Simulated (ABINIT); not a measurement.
# Quasiparticle gap of NaCl (Fm-3m) in ABINIT, part 2 of 2

How does a plane-wave GW calculation on NaCl (Fm-3m) run from the first input to the gap?

ABINIT 10.8.3; PBE and many-body steps on it, plane waves. Known limits of the many-body steps: not at the basis limit.

So far. Step 2 (Ground state): The gap is direct, at Γ. Step 3 (Bands along the symmetry lines): The gap is 5.150 eV, as in the run before at this level.

The database entry behind the starting cell differs from later determinations by our own check (an axis about 0.4 % short against later determinations), so it need not match the best structure at ambient conditions.

## (4) Empty states on the mesh, 6×6×6 mesh, 132 bands

Level of this step: DFT, PBE, plane waves, norm-conserving pseudopotentials (ABINIT).

The sums over transitions need many empty states on a uniform mesh; this step solves for them.

Input file run.abi:

```
acell 3*1.0 Angstrom
rprim 
  0.000000000000 2.810000000000 2.810000000000
  2.810000000000 0.000000000000 2.810000000000
  2.810000000000 2.810000000000 0.000000000000
ntypat 2
znucl 11 17
natom 2
typat 1 2
xred 
  0.000000000000 0.000000000000 0.000000000000
  0.500000000000 0.500000000000 0.500000000000
pp_dirpath "pseudos"
pseudos "Na.upf, Cl.upf"
ecut 38
ngkpt 6 6 6
nshiftk 1
shiftk 0 0 0
kptopt 1
chksymbreak 0
irdden 1
istwfk *1
nband 132
prtvol 0
optdriver 6
gwr_task "HDIAGO"
paral_kgb 0
occopt 1
indata_prefix "in"
outdata_prefix "out"
tmpdata_prefix "tmp"
```

On the command line:

```sh
$ OMP_NUM_THREADS=1 mpirun -n 8 abinit run.abi > log
```

Numbers of over 12 decimals in the logs are rounded to 6 here.

Output:

```text
[banner, memory and clock lines left out]
.Version 10.8.3 of ABINIT. v10.8.2 released Aug 2026.

 Symmetries : space group Fm -3 m (#225); Bravais cF (face-center cubic)
[... echo of the input left out ...]
== DATASET  1 ==================================================================
-   mpi_nproc: 8, omp_nthreads: 1 (-1 if OMP is not activated)

--- !DatasetInfo
iteration_state: {dtset: 1, }
dimensions: {natom: 2, nkpt: 16, mband: 132, nsppol: 1, nspinor: 1, nspden: 1, mpw: 3383, }
cutoff_energies: {ecut:  38.0, pawecutdg:  -1.0, }
electrons: {nelect:   1.60000000E+01, charge:   0.00000000E+00, occopt:   1.00000000E+00, tsmear:   1.00000000E-02, }

.Using double precision arithmetic; gwpc =  8

- Reading GS density from: in_DEN

--- Pseudopotential description ------------------------------------------------
- Na Generated using ONCVPSP code by D. R. Hamann
- 11.00000   9.00000  171031                  znucl, zion, pspdat
12 -101130 1 -1 1992                          pspcod,pspxc,lmax,lloc,mmax
     nproj     2     2     0
  pspatm : epsatm=    9.36084378
         --- l  ekb(1:nproj) -->
             0    2.667291   -0.676599
             1   -6.743718   -2.407365
 pspatm: atomic psp has been read  and splines computed

- Cl Generated using ONCVPSP code by D. R. Hamann
- 17.00000   7.00000  171031                  znucl, zion, pspdat
12 -101130 2 -1 1028                          pspcod,pspxc,lmax,lloc,mmax
     nproj     2     2     2
  pspatm : epsatm=    9.12776517
         --- l  ekb(1:nproj) -->
             0    8.139296    0.698720
             1    3.821713    1.107519
             2   -2.938609   -0.805455
 pspatm: atomic psp has been read  and splines computed

   2.95817743E+02                                ecore*ucvol(ha*bohr**3)

 Total charge density [el/Bohr^3]
)     Maximum=    2.7006E+00  at reduced coord.    0.9778    0.9778    0.9778
)     Minimum=    1.9497E-03  at reduced coord.    0.2444    0.2444    0.2444
   Integrated=    1.6000E+01

 === KS gaps after direct diagonalization ===
 Direct band gap semiconductor
 Fundamental gap:     5.150 (eV)
   VBM:    -0.539 (eV) at k: [ 0.0000E+00,  0.0000E+00,  0.0000E+00]
   CBM:     4.611 (eV) at k: [ 0.0000E+00,  0.0000E+00,  0.0000E+00]
 Direct gap:         5.150 (eV) at k: [ 0.0000E+00,  0.0000E+00,  0.0000E+00]

== END DATASET(S) ==============================================================

 -outvars: echo values of variables after computation  --------
           etotal      0.0000000000E+00
            nband         132
             nkpt          16
          spgroup         225
 [... the other variables as echoed above ...]

 Calculation completed.
```

Run time: 26 s. Hardware: 8 MPI ranks of AMD EPYC 9R45, shared host; peak memory 5.3 GiB; 3.5 min of CPU time.

This step gave:

```
gap                                                           : 5.150 eV
k of the valence top                                          : 0, 0, 0
k of the conduction bottom                                    : 0, 0, 0
least direct gap                                              : 5.150 eV
k points computed                                             : 16
lowest point of the top converged band, above the valence top : 103.1395 eV
```

On this mesh the gap is 5.150 eV.

## (5) Screening, 6×6×6 mesh, 124 bands, screening to 163.3 eV

The RPA dielectric matrix is built and inverted for each q.

This step: RPA screening on PBE, plane waves, norm-conserving pseudopotentials.

Changes to run.abi since step 4:

```diff
@@ -20,10 +20,11 @@
 chksymbreak 0
-irdden 1
 istwfk *1
-nband 132
-prtvol 0
-optdriver 6
-gwr_task "HDIAGO"
-paral_kgb 0
 occopt 1
+irdwfk 1
+optdriver 3
+nband 124
+ecuteps 6
+inclvkb 2
+awtr 1
+symchi 1
 indata_prefix "in"
```

Output:

```text
.Version 10.8.3 of ABINIT. v10.8.2 released Aug 2026.

 Symmetries : space group Fm -3 m (#225); Bravais cF (face-center cubic)
[... echo of the input left out ...]
== DATASET  1 ==================================================================
-   mpi_nproc: 8, omp_nthreads: 1 (-1 if OMP is not activated)

--- !DatasetInfo
iteration_state: {dtset: 1, }
dimensions: {natom: 2, nkpt: 16, mband: 124, nsppol: 1, nspinor: 1, nspden: 1, mpw: 3383, }
cutoff_energies: {ecut:  38.0, pawecutdg:  -1.0, }
electrons: {nelect:   1.60000000E+01, charge:   0.00000000E+00, occopt:   1.00000000E+00, tsmear:   1.00000000E-02, }

 SCREENING: Calculation of the susceptibility and dielectric matrices

 Based on a program developped by R.W. Godby, V. Olevano, G. Onida, and L. Reining.
 Incorporated in ABINIT by V. Olevano, G.-M. Rignanese, and M. Torrent.
.Using double precision arithmetic ; gwpc =  8

[... cell and pseudopotentials left out ...]
--------------------------------------------------------------------------------

 ==== K-mesh for the wavefunctions ====
 Number of points in the irreducible wedge :    16
[... list of points left out ...]
 Together with 48 symmetry operations and time-reversal symmetry
 yields   216 points in the full Brillouin Zone.

 ==== Q-mesh for the screening function ====
 Number of points in the irreducible wedge :    16
[... list of points left out ...]
 Together with 48 symmetry operations and time-reversal symmetry
 yields   216 points in the full Brillouin Zone.

 setmesh: FFT mesh size selected  =    30x   30x   30
          total number of points  =        27000

 vcoul_init : cutoff-mode = AUXILIARY_FUNCTION
 q-points for optical limit:   1
     1)      0.000010    0.000020    0.000030

- screening: taking advantage of time-reversal symmetry
- Maximum band index for partially occupied states nbvw = 8
- Remaining bands to be divided among processors   nbcw = 116
- Number of bands treated by each node ~14

 Number of electrons calculated from density =   16.0000; Expected =   16.0000
 average of density, n =  0.053429
 r_s =    1.6471
 omega_plasma =   22.2968 [eV]

 calculating chi0 at frequencies [eV] :
  1    0.000000E+00    0.000000E+00
  2    0.000000E+00    2.229681E+01

--------------------------------------------------------------------------------
  q-point number  1        q = ( 0.000000, 0.000000, 0.000000) [r.l.u.]
--------------------------------------------------------------------------------
[... chi0 elements left out ...]
 For q-point:  0.000010 0.000020 0.000030
  dielectric constant =   2.3508
  dielectric constant without local fields =   2.7646

  Average fulfillment of the sum rule on Im[epsilon] for q-point    1 :     67.69  [%]
[... wings left out ...]
  q-point number  2        q = ( 0.166667, 0.000000, 0.000000) [r.l.u.]
--------------------------------------------------------------------------------
[... chi0 elements left out ...]
  Average fulfillment of the sum rule on Im[epsilon] for q-point    2 :     76.99  [%]

 [... 14 further q-points ...]
```

Wall time 34 s (8 MPI ranks); peak memory 2.3 GiB.

This step gave:

```yaml
eps_infinity_with_local_fields_on_this_mesh_along_the_program_s_q_direction: 2.351
the_same_without_local_fields: 2.765
plasma_frequency: 22.30 eV
plane_waves_in_the_screening_matrix: 181
```

Local fields lower ε∞ by 15 %.

## (6) Self-energy, 6×6×6 mesh, 124 bands, screening to 163.3 eV

The self-energy is evaluated for the states that the input lists, and the levels follow from it, in one-shot runs by the linearised quasiparticle equation.

This step: G0W0 on PBE, plane waves, norm-conserving pseudopotentials.

Changes to run.abi since step 5:

```diff
@@ -23,8 +23,15 @@
 irdwfk 1
-optdriver 3
+optdriver 4
 nband 124
+gwcalctyp 0
+ecutsigx 38
+symsigma 1
+nkptgw 1
+kptgw 
+  0.0000000000 0.0000000000 0.0000000000
+bdgw 
+  6 12
 ecuteps 6
-inclvkb 2
-awtr 1
-symchi 1
+irdscr 1
+ppmodel 1
 indata_prefix "in"
```

Output:

```text
.Version 10.8.3 of ABINIT. v10.8.2 released Aug 2026.

 Symmetries : space group Fm -3 m (#225); Bravais cF (face-center cubic)
[... echo of the input left out ...]
== DATASET  1 ==================================================================
-   mpi_nproc: 8, omp_nthreads: 1 (-1 if OMP is not activated)

--- !DatasetInfo
iteration_state: {dtset: 1, }
dimensions: {natom: 2, nkpt: 16, mband: 124, nsppol: 1, nspinor: 1, nspden: 1, mpw: 3383, }
cutoff_energies: {ecut:  38.0, pawecutdg:  -1.0, }
electrons: {nelect:   1.60000000E+01, charge:   0.00000000E+00, occopt:   1.00000000E+00, tsmear:   1.00000000E-02, }

 SIGMA: Calculation of the GW corrections

 Based on a program developped by R.W. Godby, V. Olevano, G. Onida, and L. Reining.
 Incorporated in ABINIT by V. Olevano, G.-M. Rignanese, and M. Torrent.
.Using double precision arithmetic ; gwpc =  8

[... cell and pseudopotentials left out ...]
--------------------------------------------------------------------------------

 ==== K-mesh for the wavefunctions ====
 Number of points in the irreducible wedge :    16
[... list of points left out ...]
 Together with 48 symmetry operations and time-reversal symmetry
 yields   216 points in the full Brillouin Zone.

 ==== Q-mesh for screening function ====
 Number of points in the irreducible wedge :    16
[... list of points left out ...]
 Together with 48 symmetry operations and time-reversal symmetry
 yields   216 points in the full Brillouin Zone.

 vcoul_init : cutoff-mode = AUXILIARY_FUNCTION
 q-points for optical limit:   1
     1)      0.000010    0.000020    0.000030
 setmesh: FFT mesh size selected  =    45x   45x   45
          total number of points  =        91125

 Number of electrons calculated from density =   16.0000; Expected =   16.0000
 average of density, n =  0.053429
 r_s =    1.6471
 omega_plasma =   22.2968 [eV]

 === KS Band Gaps ===
  >>>> For spin  1
   Minimum direct gap =   5.1497 [eV], located at k-point      :   0.0000  0.0000  0.0000
   Fundamental gap    =   5.1497 [eV], Top of valence bands at :   0.0000  0.0000  0.0000
                                       Bottom of conduction at :   0.0000  0.0000  0.0000
 SIGMA fundamental parameters:
 PLASMON POLE MODEL  1
 number of plane-waves for SigmaX                 3383
 number of plane-waves for SigmaC and W            181
 number of plane-waves for wavefunctions          3383
 number of bands                                   124
 number of independent spin polarizations            1
 number of spinorial components                      1
 number of k-points in IBZ                          16
 number of q-points in IBZ                          16
 number of symmetry operations                      48
 number of k-points in BZ                          216
 number of q-points in BZ                          216
 number of frequencies for dSigma/dE                 9
 frequency step for dSigma/dE [eV]                0.25
 number of omega for Sigma on real axis              0
 max omega for Sigma on real axis  [eV]           0.00
 zcut for avoiding poles [eV]                     0.10

 EPSILON^-1 parameters (SCR file):
 dimension of the eps^-1 matrix on file            181
 dimension of the eps^-1 matrix used               181
 number of plane-waves for wavefunctions          3383
 number of bands                                   124
 number of q-points in IBZ                          16
 number of frequencies                               2
 number of real frequencies                          1
 number of imag frequencies                          1

 matrix elements of self-energy operator (all in [eV])

 Perturbative Calculation

--- !SelfEnergy_ee
iteration_state: {dtset: 1, }
kpoint     : [   0.000,    0.000,    0.000, ]
spin       : 1
KS_gap     :    5.150
QP_gap     :    8.051
Delta_QP_KS:    2.901
data: !SigmaeeData |
     Band     E0 <VxcDFT>   SigX SigC(E0)      Z dSigC/dE  Sig(E)    E-E0       E
        6  -0.539 -14.493 -18.976   1.890   0.811  -0.234 -16.595  -2.102  -2.641
        7  -0.539 -14.493 -18.976   1.890   0.811  -0.234 -16.595  -2.102  -2.641
        8  -0.539 -14.493 -18.976   1.890   0.811  -0.234 -16.595  -2.102  -2.641
        9   4.611  -8.179  -4.218  -3.037   0.865  -0.157  -7.380   0.799   5.410
       10  10.523  -8.377  -3.612  -3.279   0.857  -0.166  -7.103   1.274  11.797
       11  10.523  -8.377  -3.612  -3.279   0.857  -0.166  -7.103   1.274  11.797
       12  10.523  -8.377  -3.612  -3.279   0.857  -0.166  -7.103   1.274  11.797

== END DATASET(S) ==============================================================
================================================================================

 -outvars: echo values of variables after computation  --------
           etotal      0.0000000000E+00
            nband         124
             nkpt          16
          spgroup         225
 [... the other variables as echoed above ...]

 Calculation completed.
```

It took 4.2 s on 8 MPI ranks; peak memory 1.7 GiB; 32 s of CPU time.

Numbers from this step:

```
G0W0 gap on the points computed              : 8.051 eV
starting gap on the mesh                     : 5.150 eV
k of the valence top                         : 0, 0, 0
k of the conduction bottom                   : 0, 0, 0
Z at the valence top                         : 0.811
Z at the conduction bottom                   : 0.865
least direct G0W0 gap on the computed points : 8.051 eV
```

The gap on the mesh goes from 5.15 eV to 8.05 eV, a correction of +2.90 eV.

Limits: finite bands, cutoff and mesh. v1 is the top filled band, c1 the lowest empty one. The levels before and after the correction (eV, zero at the valence-band top of each column):

```csv
,conduction bottom,valence top
Kohn-Sham,5.15,0.00
G0W0,8.05,0.00
```

|  | level | energy (eV) |
| --- | --- | --- |
| Kohn-Sham | Γ v3-v1 | 0.000 |
| Kohn-Sham | Γ c1 | 5.150 |
| Kohn-Sham | Γ c2-c4 | 11.062 |
| G0W0 | Γ v3-v1 | 0.000 |
| G0W0 | Γ c1 | 8.051 |
| G0W0 | Γ c2-c4 | 14.438 |

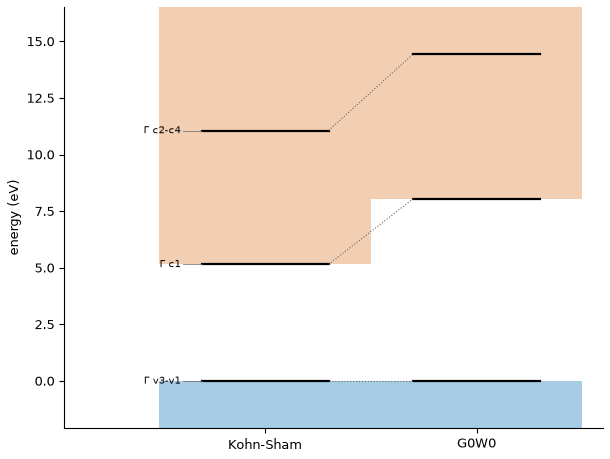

Levels before and after the correction. Shaded: valence and conduction bands.

## (7) Where the time went

Times are wall times on 8 MPI ranks of AMD EPYC 9R45, shared host, good to a factor of about two.

```csv
step,time,share,memory (GiB)
ground state,3.3 s,5 %,0.73
bands along the symmetry lines,4.7 s,6 %,0.59
empty states on the mesh,26 s,36 %,5.3
screening,34 s,47 %,2.3
self-energy,4.2 s,6 %,1.7
```

## (8) Summary of results

```
PBE gap              : 5.15 eV, direct
G0W0 gap on the mesh : 8.05 eV
GW settings          : 6×6×6 mesh, 124 bands, screening to 163.3 eV, Godby-Needs plasmon pole
known limits         : not at the basis limit
```

G0W0 moves the gap on the mesh from 5.15 eV to 8.05 eV (+2.90 eV), with Z of 0.81 and 0.86 at the edges. Local fields lower the RPA ε∞ on this mesh from 2.76 to 2.35. Only 1 of the mesh's irreducible points was corrected, so a valley elsewhere could overtake. Bands and cutoff are finite, so the gap is not at the basis limit. The miss can reach some tenths of an eV and take either sign; the mesh is an error of its own. In the G0W0 run levels were corrected at 1 k point alone, so a gap called «on the mesh» is the least over those, and an edge elsewhere would be missed.

[Paths, hosts, dates, memory and timing lines, banners, echoed tables and standing remarks are left out of the program output.]

[Logs are printed without paths, hosts, clocks, repeated set-up lines and the standing remarks that a program may print on its own settings, such as how far it seeks lower states.]

[Runs of the session that timed out or met a known fault of the program may be left out.]

[Hosts, paths, dates, database ids (printed as entryN), source tags and the programs' standing remarks are cut or masked in the printed files.]

[G0W0 gaps are taken among the corrected bands and points alone; a level outside them can change the order at an edge.]

[Where Ansatz stands beside ABINIT at settings called matched, ABINIT's density can come from a denser mesh and the files from another edition; pairs whose starting gaps differed by over 0.03 eV were left out, so agreement reads better than it is.]
